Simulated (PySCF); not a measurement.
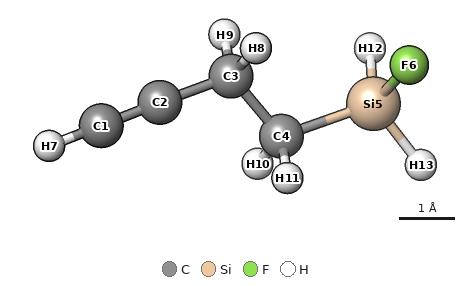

**Figure 1.** The structure (ball-and-stick view, seen at a tilt; atoms are numbered from 1 in the order of the input).

**Two runs on C4H7FSi**

System: C4H7FSi.
Method of run 1: GIAO PBE0/6-31G NMR shielding, non-relativistic, gas phase (PySCF 2.14.0).

The geometry comes from this level: PBE0-D3(BJ)/def2-SVP. Text and figures count atoms from 1; the logs count them from 0 in places.

Input file, run 1:
```
{"job": {"kind": "nmr", "xc": "PBE0", "basis": "6-31G", "pop": true}, "charge": 0, "multiplicity": 1}
C      3.107957    -0.501549     0.725305
C      1.951397    -0.163346     0.846035
C      0.551659     0.226592     0.960897
C     -0.316446    -0.284369    -0.196954
Si    -2.106998     0.237438    -0.082959
F     -2.157167     1.867252    -0.051716
H      4.136776    -0.794056     0.625258
H      0.489513     1.327133     1.014110
H      0.156283    -0.142757     1.923475
H     -0.278431    -1.386826    -0.246402
H      0.088182     0.075135    -1.158463
H     -2.737715    -0.249450     1.178111
H     -2.879033    -0.228429    -1.268874
```

The first line tells a small driver script what to run in PySCF; the rest is the geometry in Å.

Command:
```bash
OMP_NUM_THREADS=1 python <driver script> task.json out
```

Hardware: 1 CPU thread, shared host.

Output (run 1):
```
coarse grid: 11400 points
cycle   1  E = -545.3838136276  dE =  5.693e-01  |g| = 6.209e-01  |ddm| = 3.382e+00
cycle   2  E = -545.3120553246  dE =  7.176e-02  |g| = 9.301e-01  |ddm| = 1.542e+00
cycle   3  E = -545.4638970976  dE = -1.518e-01  |g| = 8.875e-02  |ddm| = 9.161e-01
cycle   4  E = -545.4657126856  dE = -1.816e-03  |g| = 2.922e-02  |ddm| = 1.310e-01
cycle   5  E = -545.4658199815  dE = -1.073e-04  |g| = 2.116e-02  |ddm| = 4.447e-02
cycle   6  E = -545.4659315593  dE = -1.116e-04  |g| = 4.079e-03  |ddm| = 2.085e-02
cycle   7  E = -545.4659359087  dE = -4.349e-06  |g| = 5.816e-04  |ddm| = 4.821e-03
final grid: 105968 points
cycle   8  E = -545.4216347051  dE = -1.141e-05  |g| = 5.737e-03  |ddm| = 1.806e-02
cycle   9  E = -545.4216316038  dE =  3.101e-06  |g| = 6.867e-03  |ddm| = 1.331e-02
cycle  10  E = -545.4216434435  dE = -1.184e-05  |g| = 1.262e-03  |ddm| = 7.711e-03
cycle  11  E = -545.4216438102  dE = -3.666e-07  |g| = 3.196e-04  |ddm| = 1.254e-03
cycle  12  E = -545.4216438355  dE = -2.537e-08  |g| = 6.932e-05  |ddm| = 3.811e-04
cycle  13  E = -545.4216438364  dE = -8.650e-10  |g| = 2.926e-05  |ddm| = 8.901e-05
converged SCF energy = -545.4216438364

GIAO shielding tensors (ppm)
atom      isotropic    diamagn.    paramagn.     s11        s22        s33       span
  0 C      131.013     285.140    -154.127     68.523     68.968    255.549    187.025
  1 C      119.835     256.869    -137.034     27.762     34.985    296.759    268.997
  2 C      184.567     242.295     -57.729    170.579    184.140    198.981     28.401
  3 C      182.803     251.456     -68.653    168.002    183.529    196.877     28.874
  4 Si     403.330     877.973    -474.642    342.496    391.250    476.244    133.748
  5 F      444.315     469.956     -25.641    375.312    463.376    494.257    118.945
  6 H       30.590      30.153       0.437     25.997     26.037     39.736     13.740
  7 H       29.995      27.509       2.486     23.474     31.226     35.285     11.811
  8 H       30.349      27.784       2.564     24.186     30.780     36.080     11.893
  9 H       31.841      30.956       0.885     26.942     30.514     38.065     11.123
 10 H       31.059      30.896       0.163     26.150     30.313     36.715     10.565
 11 H       27.440      28.431      -0.992     23.981     25.657     32.681      8.699
 12 H       27.364      28.493      -1.129     23.557     25.491     33.043      9.486
```

The input of run 2 differs as follows (lines with − go, lines with + come):
```diff
-"basis": "6-31G"
+"basis": "STO-3G"
```

How does run 2 compare with run 1?

The total energy of run 2 is 4126.3 kcal/mol higher, which measures the change of basis and not a stability. The HOMO goes from −7.60 to −5.10 eV. The LUMO goes from 0.56 to 5.16 eV. The dipole moment goes from 2.08 to 0.87 D. Of all shieldings, the largest change is that of Si5, by +133.5 ppm. The number of SCF iterations is the same. The basis functions go from 72 to 41.

Output (run 2):
```
coarse grid: 11400 points
cycle   1  E = -538.8014632251  dE =  4.086e-01  |g| = 4.178e-01  |ddm| = 4.542e+00
cycle   2  E = -538.7977925425  dE =  3.671e-03  |g| = 5.001e-01  |ddm| = 1.551e+00
cycle   3  E = -538.8831861761  dE = -8.539e-02  |g| = 3.912e-02  |ddm| = 7.952e-01
cycle   4  E = -538.8835457602  dE = -3.596e-04  |g| = 2.385e-02  |ddm| = 8.296e-02
cycle   5  E = -538.8836617763  dE = -1.160e-04  |g| = 1.407e-02  |ddm| = 3.643e-02
cycle   6  E = -538.8837142014  dE = -5.243e-05  |g| = 2.790e-03  |ddm| = 1.614e-02
cycle   7  E = -538.8837165464  dE = -2.345e-06  |g| = 1.869e-04  |ddm| = 3.610e-03
final grid: 105968 points
cycle   8  E = -538.8460429155  dE = -5.054e-06  |g| = 2.880e-03  |ddm| = 1.076e-02
cycle   9  E = -538.8460430785  dE = -1.630e-07  |g| = 2.888e-03  |ddm| = 7.686e-03
cycle  10  E = -538.8460453190  dE = -2.241e-06  |g| = 1.066e-03  |ddm| = 4.123e-03
cycle  11  E = -538.8460456249  dE = -3.059e-07  |g| = 1.083e-04  |ddm| = 1.098e-03
cycle  12  E = -538.8460456285  dE = -3.546e-09  |g| = 1.838e-05  |ddm| = 1.512e-04
cycle  13  E = -538.8460456286  dE = -1.022e-10  |g| = 3.894e-06  |ddm| = 3.081e-05
converged SCF energy = -538.8460456286

GIAO shielding tensors (ppm)
atom      isotropic    diamagn.    paramagn.     s11        s22        s33       span
  0 C      169.308     264.876     -95.568    124.063    124.295    259.567    135.504
  1 C      171.329     264.166     -92.837    109.144    110.927    293.915    184.771
  2 C      212.298     242.893     -30.595    198.336    211.903    226.655     28.319
  3 C      226.526     246.408     -19.882    215.263    223.333    240.981     25.718
  4 Si     536.855     867.232    -330.377    473.732    516.459    620.375    146.643
  5 F      543.784     454.303      89.481    364.292    623.661    643.400    279.108
  6 H       30.275      30.564      -0.289     25.378     25.416     40.032     14.654
  7 H       31.319      29.994       1.325     24.465     31.316     38.175     13.710
  8 H       31.374      29.690       1.685     24.977     30.676     38.470     13.493
  9 H       32.167      32.116       0.051     25.926     30.273     40.301     14.374
 10 H       32.014      32.612      -0.597     25.940     30.421     39.682     13.742
 11 H       30.241      30.638      -0.397     26.278     27.888     36.558     10.280
 12 H       30.147      30.313      -0.165     26.193     27.268     36.981     10.788
```

The two runs side by side:

```tsv
quantity	run 1	run 2
outcome	converged	converged
total energy (hartree)	−545.421644	−538.846046
HOMO (eV)	−7.60	−5.10
LUMO (eV)	0.56	5.16
dipole moment (D)	2.08	0.87
shielding of C1 (ppm)	131.0	169.3
shielding of C2 (ppm)	119.8	171.3
shielding of C3 (ppm)	184.6	212.3
shielding of C4 (ppm)	182.8	226.5
shielding of Si5 (ppm)	403.3	536.9
shielding of F6 (ppm)	444.3	543.8
shielding of H12 (ppm)	27.4	30.2
SCF iterations	13	13
basis functions	72	41
wall time (shared host)	5.5 s	2.8 s
```
